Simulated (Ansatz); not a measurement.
**C$_{3}$H$_{3}$F$_{5}$ (SMILES FC(F)C(F)C(F)F): density, localisation and related maps**

The calculation's input:

```
crystal:
  periodic: [false, false, false]
  atoms:
    - {symbol: F, position_ang: [-2.389933, -0.199795, -0.032263]}
    - {symbol: C, position_ang: [-1.134928, -0.433451, 0.397711]}
    - {symbol: F, position_ang: [-0.859990, -1.746887, 0.197450]}
    - {symbol: C, position_ang: [-0.159546, 0.394824, -0.419379]}
    - {symbol: F, position_ang: [-0.400133, 1.714656, -0.162338]}
    - {symbol: C, position_ang: [1.281966, 0.062615, -0.081070]}
    - {symbol: F, position_ang: [1.517144, 0.307213, 1.229503]}
    - {symbol: F, position_ang: [2.105528, 0.847263, -0.805119]}
    - {symbol: H, position_ang: [-1.081177, -0.215147, 1.467817]}
    - {symbol: H, position_ang: [-0.329689, 0.197502, -1.483363]}
    - {symbol: H, position_ang: [1.515959, -0.985795, -0.288350]}
basis:
  gaussian: {orbitals: def2-TZVPP}
hamiltonian: {xc: pbe0, dispersion: d4}
output: {orbitals: {seedname: orbitals}}
```

Launched as:

```sh
ansatz run in.yaml --threads 4 --pin off --events-out ev --progress --plain --max-ram 11315MiB
```

Geometry: PBE0-D4/def2-TZVP.

These are results of RKS PBE0-D4/def2-TZVPP (Ansatz 0.2.0), not measurements.

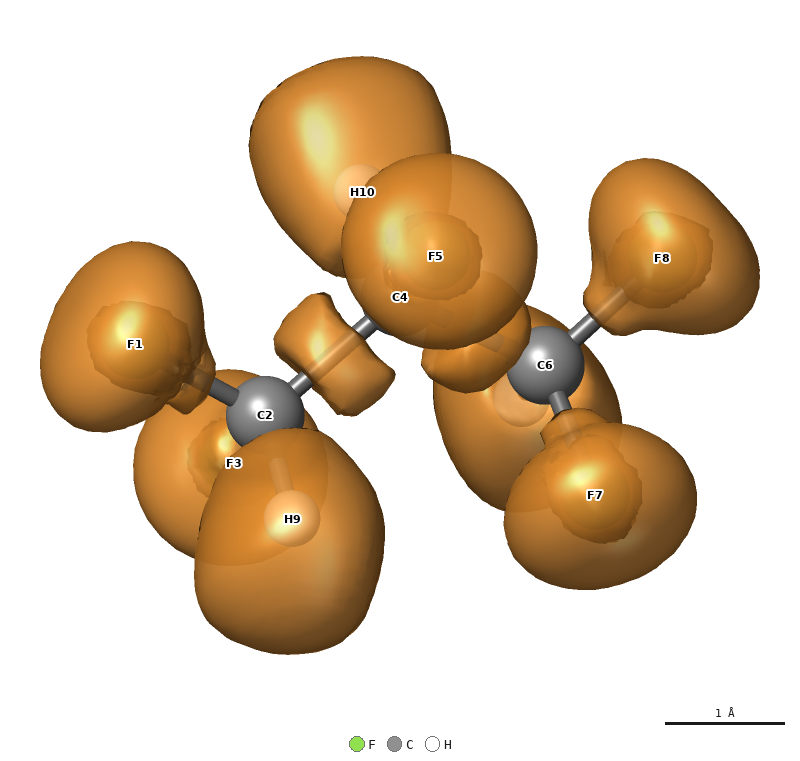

Figure 1. Isosurface of the electron localisation function at 0.75 (orange), seen at a tilt. Core shells and regions of very low density are left out.

Question: What do the ELF domains correspond to?

Answer: The ELF exceeds this value in two regions between bonded C–C atoms (shared pairs), three regions around hydrogen nuclei and five regions on F in which the atom's valence shell and bonds are merged.


C–F (1.35 Å): the ELF peaks at about 0.85 between the atoms, as expected for a shared but strongly polarised pair. C–C (1.52 Å): the ELF peaks at about 1 between the atoms (localised, covalent bonding).

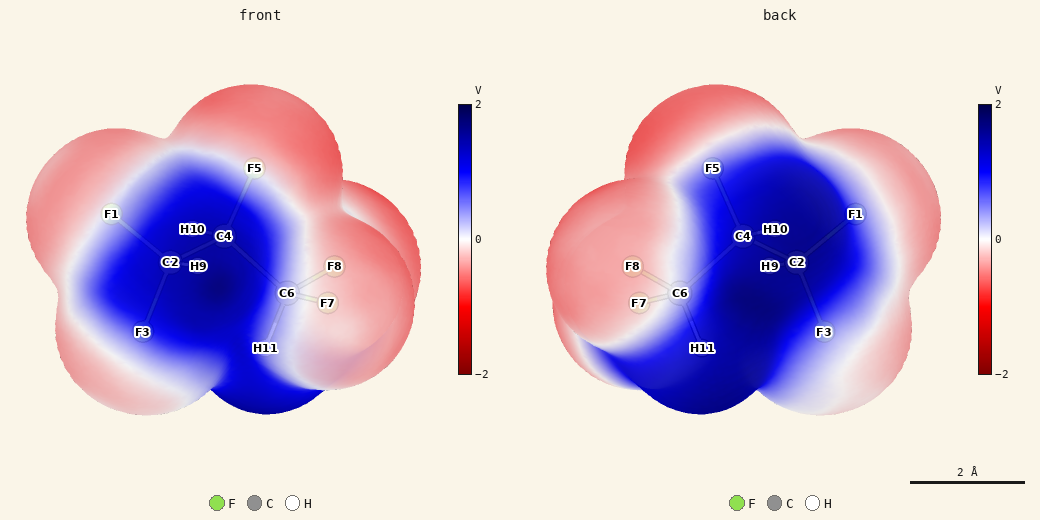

Figure 2. The electrostatic potential painted on the density surface at 0.002 e/bohr³, seen from the front and from behind; red is negative and blue positive.

Question: Where is the surface potential most negative and most positive?

Answer: The most negative region (about −0.6 V) lies over F5 and F8, the most positive (about +1.7 V) over C4, C6, H9 and H10.

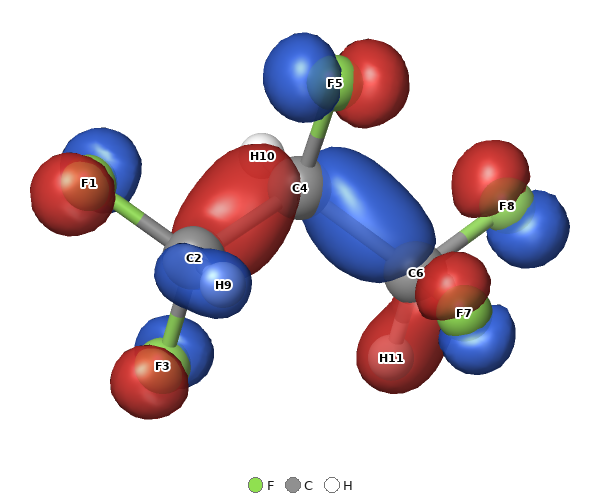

Figure 3. The HOMO at ±0.2 Å⁻³ᐟ² (blue and red are the two phases), seen at a tilt.

Question: Where does this orbital lie, and at what energy?

Answer: It lies mainly on C4 (about 15 %), F5 (about 15 %), C6 (about 10 %), F8 (about 10 %), F1 (about 10 %) and C2 (about 10 %). Its energy is −9.88 eV.
